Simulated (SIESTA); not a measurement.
Band structure of NiS (R3m, 6 atoms in the cell).

```
NiS
1.0
    4.78826     2.76450     1.05011
   -4.78826     2.76450     1.05011
    0.00000    -5.52900     1.05011
Ni S
3 3
Direct
  0.65964   0.39689   0.39689
  0.39689   0.65964   0.39689
  0.39689   0.39689   0.65964
  0.78349   0.11926   0.11926
  0.11926   0.78349   0.11926
  0.11926   0.11926   0.78349
```

Computed with LDA PW92, numerical atomic orbitals DZP, PseudoDojo LDA standard norm-conserving potentials (rewritten from UPF to PSML) in SIESTA.

Settings: XC.functional = LDA; XC.authors = PW92; potentials = PseudoDojo LDA standard; PAO.BasisSize = DZP; PAO.EnergyShift = 0.01 Ry; MeshCutoff = 400 Ry; kgrid.MonkhorstPack = 7 7 7; OccupationFunction = FD; ElectronicTemperature = 136 meV; MaxSCFIterations = 150; SCF.Mixer.Method = Pulay; SCF.Mixer.Weight = 0.1; SCF.Mixer.History = 6; SCF.DM.Tolerance = 1.0E-05.

The starting cell comes from a database of computed structures (which also holds hypothetical and non-ambient phases and stackings), without a prior relaxation at this level. Its lattice was rescaled by a random factor within 2.5 % of one. Spin polarisation is off, so a magnetic state, if there is one, cannot be reached. Values carry the incompleteness of an atom-centred basis.

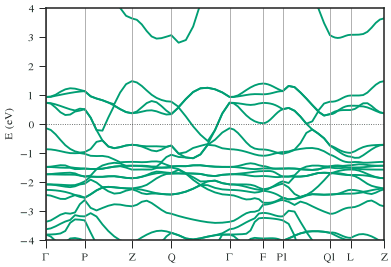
Bands along the path, energies from the Fermi level.

Levels in eV from the Fermi level, bands 33 to 38:
```json
[
 {"point": "Γ", "33": "-1.48", "34": "-0.87", "35": "-0.14", "36": "0.74", "37": "0.74", "38": "0.93"},
 {"point": "P", "33": "-1.54", "34": "-1.03", "35": "-0.97", "36": "0.51", "37": "0.51", "38": "1.13"},
 {"point": "Z", "33": "-1.44", "34": "-1.30", "35": "-0.71", "36": "-0.71", "37": "0.37", "38": "0.37"},
 {"point": "Q", "33": "-1.46", "34": "-1.06", "35": "-0.74", "36": "-0.74", "37": "0.34", "38": "0.34"},
 {"point": "F", "33": "-1.45", "34": "-1.09", "35": "-0.88", "36": "0.03", "37": "0.73", "38": "1.02"},
 {"point": "P1", "33": "-1.54", "34": "-1.03", "35": "-0.97", "36": "0.51", "37": "0.51", "38": "1.13"},
 {"point": "Q1", "33": "-1.46", "34": "-1.06", "35": "-0.74", "36": "-0.74", "37": "0.34", "38": "0.34"},
 {"point": "L", "33": "-1.42", "34": "-1.32", "35": "-1.12", "36": "-0.99", "37": "0.48", "38": "0.63"}
]
```

Bands cross the Fermi level along this path, so the cell is metallic at this level.

Higher empty bands are left out: an atom-centred basis made for the valence describes them poorly.
